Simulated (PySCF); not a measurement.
CH₈P₂Si₂ (triplet)

```
atom    x (Å)    y (Å)    z (Å)
   C  -0.0303  -0.0769  -0.3753
   P   1.2180   1.0759   0.0582
  Si   3.0415  -0.2867  -0.0557
   P  -1.1804  -1.0788   0.4896
  Si  -3.0138   0.2699   0.3718
   H   1.4096   1.7231  -1.2034
   H   3.0832  -1.0680  -1.3269
   H   2.9449  -1.2171   1.1065
   H   4.2787   0.5445   0.0676
   H  -1.5621  -1.9790  -0.5548
   H  -2.7442   1.4275   1.2735
   H  -3.2674   0.7580  -1.0158
   H  -4.2053  -0.4864   0.8674
```

Geometry: PBE0-D3(BJ)/def2-SVP.

Theory: UKS B3LYP, IGLO-III on C P Si, pcH-1 on H, non-relativistic, mean-field spin-orbit, GIAO in PySCF 2.14.0, density-fitted response routines.

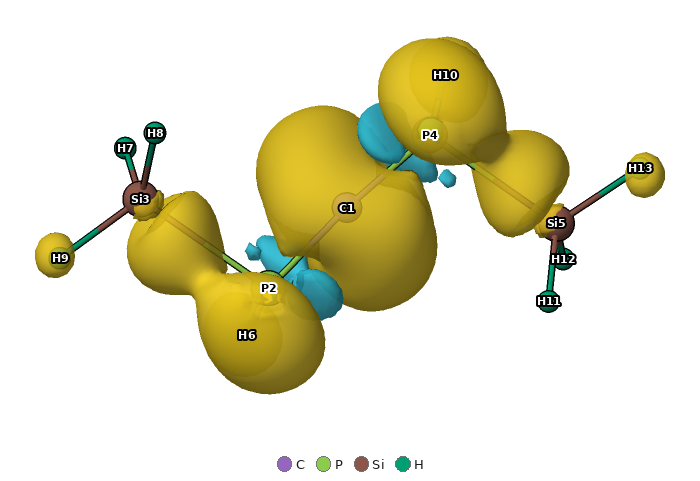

Figure 1. Isosurfaces of the spin density at +0.015 (yellow) and −0.015 e/Å³ (cyan), seen across its widest extent.

Question: Describe the spin distribution.

Answer: The unpaired spin (2 electrons) lies mostly on C1 (about 1.1), P2 (about 0.3), P4 (about 0.3), Si3 (about 0.1) and Si5 (about 0.1), in electrons by Hirshfeld's partition.

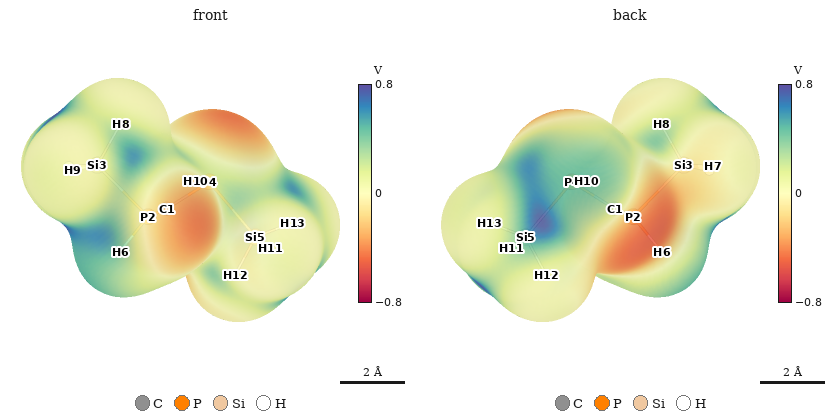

Figure 2. The molecular electrostatic potential painted on the density surface at 0.001 e/bohr³, seen from the front and from behind; the colour scale runs from red (negative) to blue (positive).

Question: Which sites attract a positive test charge, and which a negative one?

Answer: A positive charge is drawn to the negative regions and a negative charge to the positive ones. The most negative region (about −0.5 V) lies over C1, the most positive (about +0.7 V) over Si3 and Si5.

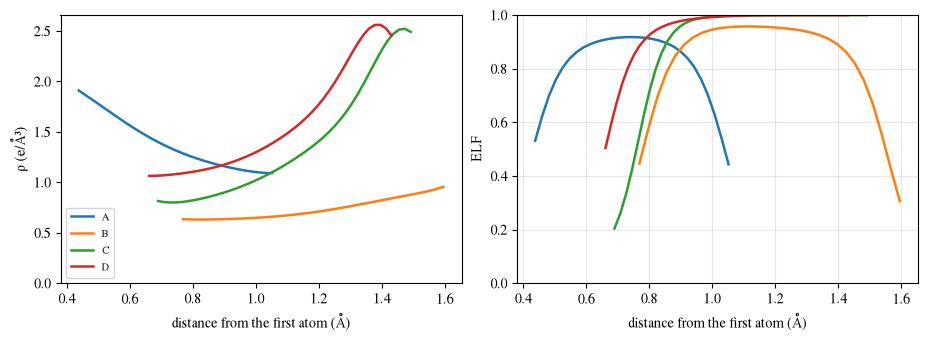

Figure 3. Total electron density and electron localisation function along straight lines between neighbouring atoms. The curves leave out the atomic cores.

Question: Which curve belongs to which contact (C–P, P–H, Si–H and Si–P)? The first atom named is at distance zero.

Answer: Curve A: C–P (1.75 Å): the density is about 1.2 e/Å³ at the midpoint; the ELF peaks at about 0.90 between the atoms (localised, covalent bonding). Curve B: Si–P (2.28 Å): ρ at the midpoint is about 0.68 e/Å³; the ELF peaks at about 0.95 between the atoms; a shared electron pair. Curve C: Si–H (1.49 Å): ρ is about 0.8 e/Å³ halfway; the ELF climbs to about 1 towards the hydrogen, as it does in any bond to H. Curve D: P–H (1.43 Å): ρ at the midpoint is about 1.1 e/Å³; the ELF climbs to about 1 towards the hydrogen (a covalent bond by its length).
